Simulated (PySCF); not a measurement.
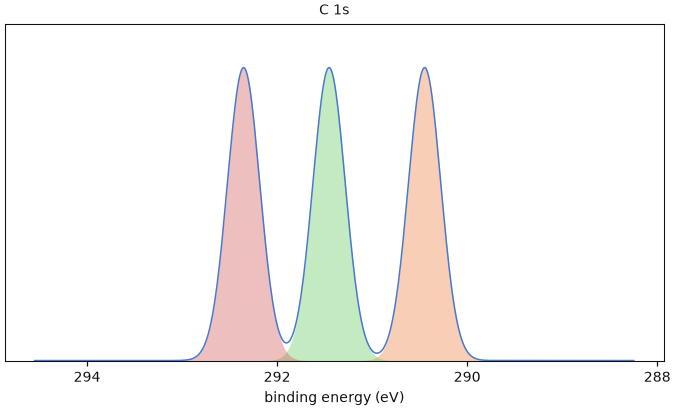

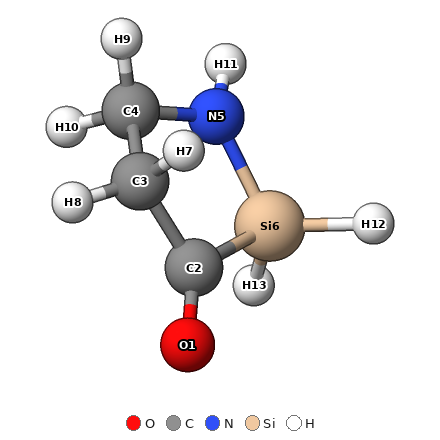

Simulated XPS of C₃H₇NOSi, SMILES O=C1CCN[SiH2]1. Vertical core-electron binding energies by ΔSCF (PBE0, pcX-2 on the ionised atom, pcseg-1 elsewhere, spin-free X2C; PySCF, at a PBE0-D3(BJ)/def2-SVP geometry (no frequency check)), gas phase, against the vacuum level. One atom of each kind was ionised; within a panel, areas follow the number of like atoms, Gaussians of 0.4 eV full width. Only the regions named are shown.

Q: Assign the components.

A:
| level | atoms | binding energy (eV) |
| --- | --- | --- |
| C 1s | C2 | 292.4 |
| C 1s | C4 | 291.5 |
| C 1s | C3 | 290.4 |

Q: How large is the chemical shift across the C 1s region?

A: 1.9 eV, from C3 at 290.4 eV to C2 at 292.4 eV.

Caveats: one conformer of a flexible molecule.
